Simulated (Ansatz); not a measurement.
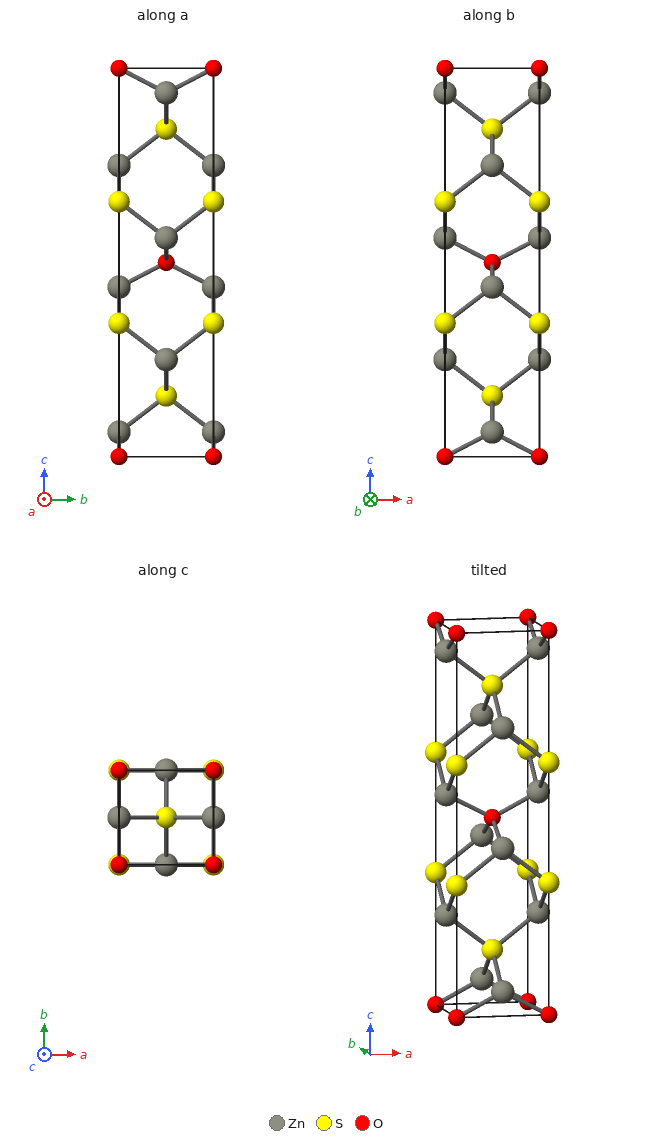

This ball-and-stick model is shown along the a axis, along the b axis, along the c axis and slightly off an axis. The conventional unit cell is outlined; an atom on or near a face, edge or corner is repeated at each equivalent position.

Lattice parameters: a = 3.687 Å, b = 3.687 Å, c = 15.160 Å, α = 90.00°, β = 90.00°, γ = 90.00°. Put a along x and b in the xy plane.

### Reconstruct the structure as a POSCAR file, with free fractional coordinates to two decimals.

```
Zn S O
1.0
     3.687    0.000    0.000
     0.000    3.687    0.000
     0.000    0.000   15.160
Zn S O
6 4 2
Direct
  0.50 0.00 0.06
  0.00 0.50 0.25
  0.50 0.00 0.44
  0.00 0.50 0.56
  0.50 0.00 0.75
  0.00 0.50 0.94
  0.00 0.00 0.34
  0.50 0.50 0.16
  0.50 0.50 0.84
  0.00 0.00 0.66
  0.00 0.00 0.00
  0.50 0.50 0.50
```

The structure comes from a structure type filled with these elements by a generator (whether the compound takes this form wasn't checked). The geometry is the end of a relaxation with DFT PBE, scalar-relativistic, plane waves, PAW (Ansatz 0.2.0).
